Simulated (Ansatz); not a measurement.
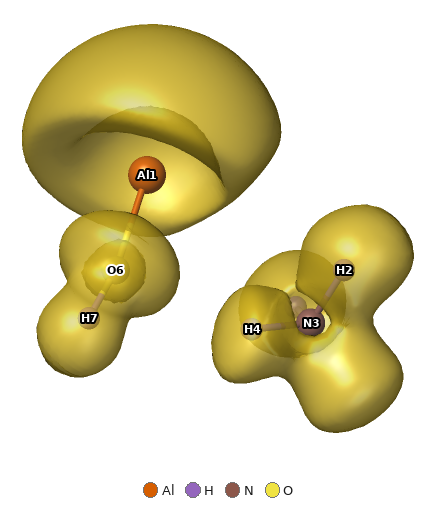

The picture shows: AlHO···NH₃. Isosurface of the ELF at 0.75 (yellow), seen at a tilt. Only the valence region is drawn (cores and ρ < 0.01 e/Å³ removed).

All numbers below come from Ansatz 0.2.0, RKS PBE0-D4/def2-SVP.

```xyz
7

Al   -0.9212    1.0447    0.3760
H     1.9409   -0.1747    1.3881
N     2.1348   -0.2677    0.3927
H     1.2847   -0.6095   -0.0541
H     2.3142    0.6675    0.0322
O    -0.9727   -0.3736   -0.5533
H    -1.1592   -1.1334   -1.0988
```

Identify the bonds, lone pairs and shells in this picture.

Answer. The ELF exceeds this value in one lobe on Al, pointing away from the bonds (lone pairs), one joined region spread over several atoms (H, N), in which their bonds and any lone pairs are merged and one joined region spread over several atoms (H, O), in which their bonds and any lone pairs are merged. Profiles from the grid: Al1···H4 (2.79 Å): the ELF dips to about 0.05 between them. Al–O (1.70 Å): the ELF peaks at about 0.85 in the valence shell of O, 0.6 Å from its nucleus, and is about 0.30 at the midpoint.
